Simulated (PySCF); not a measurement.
Consider C4H4O.

The calculation's input:

```
{"job": {"kind": "sp", "xc": "wB97X", "basis": "ma-def2-TZVP", "d3": "d3bj", "grid": 2}, "charge": 0, "multiplicity": 1}
C     -1.809784     0.173840    -0.048855
C     -0.368083     0.049966     0.024596
C      0.843438    -0.039066     0.083395
C      2.273635    -0.207031     0.159396
O      3.074448     0.696828     0.133963
H     -2.130953     1.212357     0.121176
H     -2.296400    -0.469509     0.700181
H     -2.169935    -0.137977    -1.041760
H      2.609784    -1.268275     0.247952
```

Launched as:

```sh
OMP_NUM_THREADS=1 python redox_run.py task.json out
```

Geometry: PBE0-D3(BJ)/ma-def2-SVP.

Level of theory: PySCF 2.14.0, density-fitted response routines, DFT single point, gas phase, functional wB97X.

Predict the electron density and electron localisation function between the atoms.

C–O (1.21 Å): ρ at the midpoint is about 3.4 e/Å³; the ELF peaks at about 0.85 between the atoms; a short, multiple covalent bond.
C–C (1.22 Å): ρ is about 2.7 e/Å³ halfway; the ELF peaks at about 0.85 between the atoms (a short, multiple covalent bond).
C–H (1.12 Å): ρ at the midpoint is about 2 e/Å³; the ELF climbs to about 1 towards the hydrogen, as it does in any bond to H (an ordinary covalent bond to hydrogen).

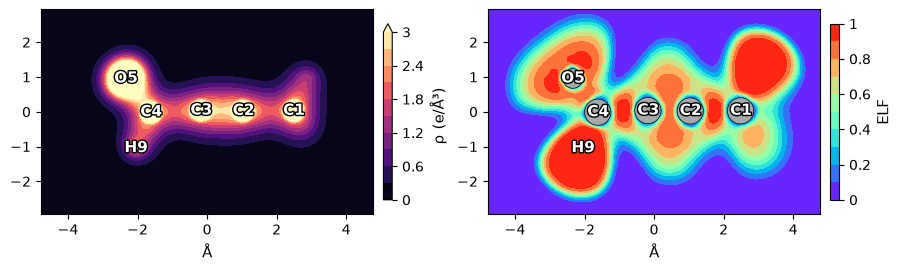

Computed electron density and electron localisation function on the plane of atoms O5, C4 and H9, in this order. Grey discs cover the atomic cores in the ELF map. 
